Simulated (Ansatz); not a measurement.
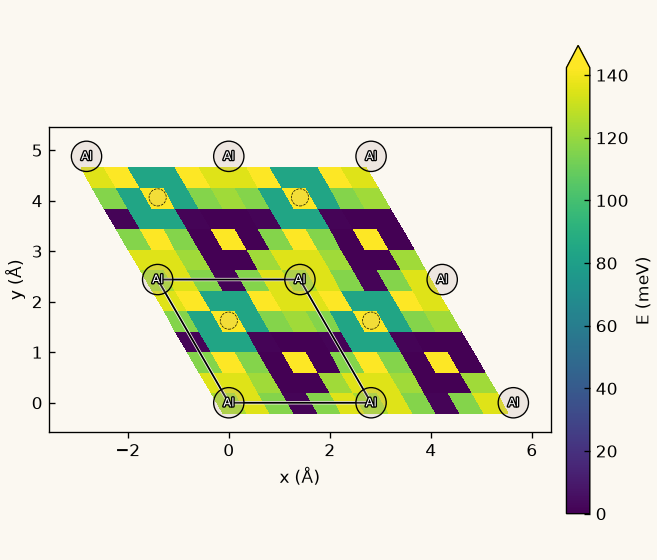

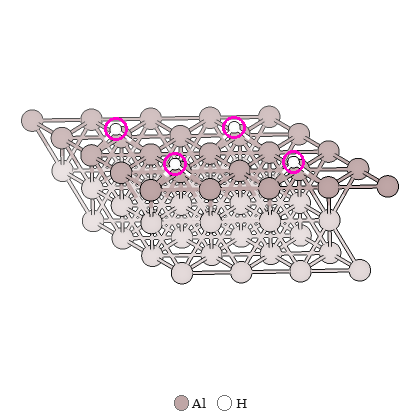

Energy landscape of H on an Al(111) slab cut from the Fm-3m phase, its upper half relaxed before the scan (12 atoms of substrate and one adsorbate in a 2 × 2 cell). H is moved over the surface cell; relaxed at each place: the height of the adsorbate's atoms; substrate rigid; the origin of the map has the adsorbate above Al9. Places are given modulo a cell vector. The map is drawn in real space over the plane of the surface. Grid: 6 × 6 points; 10 points were computed and 26 follow by symmetry. Places are given in fractions of the 1 × 1 surface cell. Energies: meV, counted from the lowest grid point. At some places the adsorbate sinks to or below the level of the top layer. Computed with DFT LDA, scalar-relativistic, plane waves, PAW (Ansatz 0.2.0). Settings: cutoff 420 eV, k-mesh 6×6×1, gaussian smearing 0.1 eV, no spin polarisation.

In the figure: one coloured cell a grid point, labelled circles for the atoms of the top layer and small ones for the second layer, the outline of one cell of the 2 × 2 shown, one colour for all values above the top of the scale. The second picture is the structure at the lowest point; rings mark the moved atoms.

Q: Summarise what can be read from the map.

A: The lowest grid point is at (3/6, 1/6) of the cell vectors [nearest 1 Al at 1.70 Å]. The highest grid point, a place at or below the level of the top layer, (2/6, 4/6) of the cell vectors, lies 700 meV above the lowest. At the lowest point the adsorbate has 1 Al at 1.70 Å as nearest neighbours, at the highest 4 Al at 1.72 Å. Its relaxed height above the top atom is 1.16 Å at the lowest and −0.58 Å at the highest point.

The whole map (10 points run) took 5 min on 1 thread of Intel(R) Xeon(R) 6975P-C (Granite Rapids), on a shared host.
